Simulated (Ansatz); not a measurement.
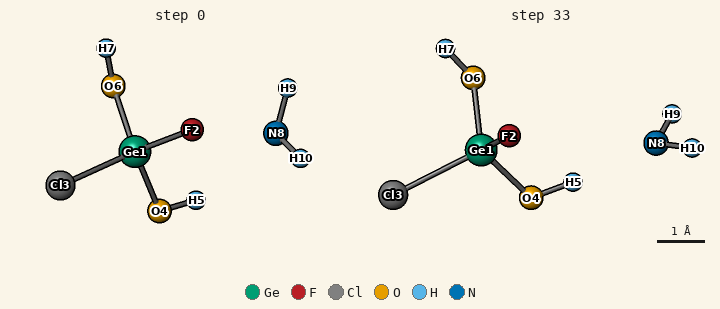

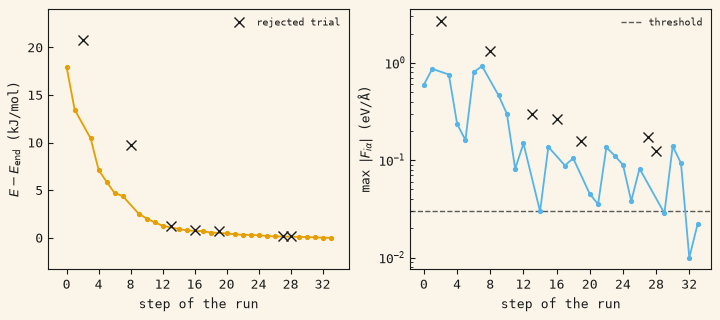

First and last geometry of a relaxation of GeNH4O2ClF (multiplicity 2), with the history of the run. Style: ball-and-stick. Shown at a tilt.

The run prepares an end point of a later path (reaction) calculation, from a guessed geometry.

All numbers below come from UHF/def2-SVP in Ansatz. Settings: collinear spin; force threshold 0.03 eV/Å; at most 50 steps.

Read the history and describe the run.

It converged. After 26 accepted moves (33 points after the start) the energy has fallen by 17.9 kJ/mol. The largest force component goes from 0.6 to 0.022 eV/Å. The line search rejected the trial steps at points 2, 8, 13, 16, 19, 27, 28 of the run. The forces were under the threshold at step 14, but the run went on from there. The atom that moves furthest after the best rigid fit is H9 (1.41 Å). By element the largest moves are H 1.41 Å, F 1.15 Å, Cl 0.98 Å, N 0.55 Å, O 0.52 Å, Ge 0.35 Å. Among the contacts that change: Ge1–F2 1.699 → 1.712 Å, Ge1–O4 1.716 → 1.706 Å, O4–H5 0.955 → 0.960 Å. Bond angles that change, for instance: Ge1–O4–H5 112.8° → 116.3°. The run took 2.9 min on 4 threads of Intel(R) Xeon(R) Platinum 8259CL CPU @ 2.50GHz (Skylake/Cascade Lake), with other jobs on the host, peak memory 0.52 GiB.

| step | E − E(0), kJ/mol | largest force component, eV/Å | note |
| --- | --- | --- | --- |
| 0 | 0.00 | 0.5985 |  |
| 1 | -4.45 | 0.8667 |  |
| 2 | 2.83 | 2.7139 | rejected |
| 3 | -7.47 | 0.7585 |  |
| 4 | -10.78 | 0.2351 |  |
| 5 | -12.03 | 0.1611 |  |
| 6 | -13.22 | 0.8017 |  |
| 7 | -13.51 | 0.9260 |  |
| 8 | -8.17 | 1.3156 | rejected |
| 9 | -15.37 | 0.4622 |  |
| 10 | -15.88 | 0.2996 |  |
| 11 | -16.28 | 0.0817 |  |
| 12 | -16.64 | 0.1484 |  |
| 14 | -16.97 | 0.0298 |  |
| 15 | -17.13 | 0.1369 |  |
| 16 | -17.12 | 0.2669 | rejected |
| 17 | -17.21 | 0.0881 |  |
| 18 | -17.35 | 0.1047 |  |
| 20 | -17.44 | 0.0449 |  |
| 21 | -17.53 | 0.0353 |  |
| 22 | -17.58 | 0.1353 |  |
| 23 | -17.62 | 0.1113 |  |
| 25 | -17.72 | 0.0380 |  |
| 26 | -17.75 | 0.0820 |  |
| 27 | -17.72 | 0.1742 | rejected |
| 28 | -17.75 | 0.1230 | rejected |
| 29 | -17.81 | 0.0285 |  |
| 31 | -17.86 | 0.0930 |  |
| 32 | -17.89 | 0.0100 |  |
| 33 | -17.91 | 0.0220 |  |

Limits of the set-up: the start holds two separate molecules, 2.4 Å apart at their closest, whose relative position is a soft coordinate and is computed without a dispersion correction; Hartree-Fock leaves out electron correlation.
